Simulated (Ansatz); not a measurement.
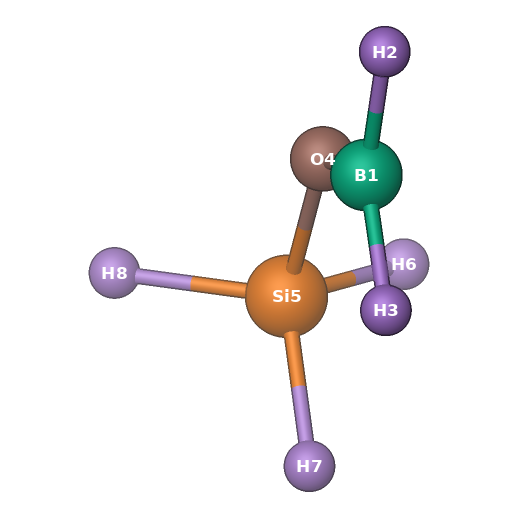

O4 lies behind B1. The molecule seen a little off the B1–O4 bond, B1 in front. Atoms fade into the background with distance from the viewer. The computed structure is the end point of a PBE0-D4/def2-TZVP optimisation.

What is the torsion angle H2–B1–O4–Si5? The sign is positive where the front bond must turn clockwise to cover the back bond.

180°, antiperiplanar (anti).
